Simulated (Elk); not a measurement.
Band structure of LaSi2Ru3 (P6/mmm, 6 atoms in the cell).

```xyz
6
Lattice="5.7500 0.0000 0.0000 -2.8750 4.9796 0.0000 0.0000 0.0000 3.4626" Properties=species:S:1:pos:R:3 pbc="T T T"
La     0.0000     0.0000     0.0000
Si     0.0000     3.3198     0.0000
Si     2.8750     1.6599     0.0000
Ru    -1.4375     2.4898     1.7313
Ru     2.8750     0.0000     1.7313
Ru     1.4375     2.4898     1.7313
```

Method: PBEsol, all-electron FP-LAPW, Elk's shipped species files, default APW+lo basis (Elk).

Settings: xctype = 22; rgkmax = 7; stype = 0; swidth = 0.00367493 Ha; ngridk = 5 5 7; rmtscf = 0.88.

The starting cell comes from a database of computed structures (which also holds hypothetical and non-ambient phases and stackings), without a prior relaxation at this level. Its lattice was rescaled by a random factor within 2.5 % of one. Spin polarisation is off. Values depend on the basis (sphere radii, cutoffs, local orbitals), which need not be converged.

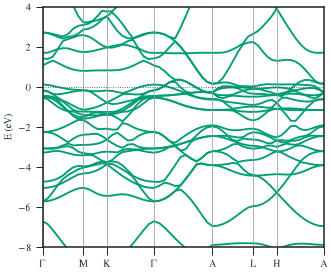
Figure: Bands along the path, energies from the Fermi level.

Levels in eV from the Fermi level, bands 31 to 38:
```json
[
 {"point": "Γ", "31": "-0.44", "32": "-0.16", "33": "-0.16", "34": "0.13", "35": "1.08", "36": "1.43", "37": "1.70", "38": "2.72"},
 {"point": "M", "31": "-1.22", "32": "-1.14", "33": "-0.17", "34": "-0.16", "35": "0.81", "36": "1.74", "37": "2.59", "38": "2.87"},
 {"point": "K", "31": "-1.24", "32": "-0.78", "33": "-0.78", "34": "-0.18", "35": "0.83", "36": "1.98", "37": "1.98", "38": "3.53"},
 {"point": "A", "31": "-0.59", "32": "-0.29", "33": "-0.29", "34": "-0.27", "35": "-0.27", "36": "0.16", "37": "0.16", "38": "1.71"},
 {"point": "L", "31": "-0.89", "32": "-0.48", "33": "-0.34", "34": "-0.10", "35": "-0.05", "36": "0.03", "37": "2.25", "38": "2.65"},
 {"point": "H", "31": "-0.78", "32": "-0.40", "33": "-0.36", "34": "-0.36", "35": "-0.02", "36": "0.13", "37": "1.31", "38": "3.91"}
]
```

Bands cross the Fermi level along this path, so the cell is metallic at this level.
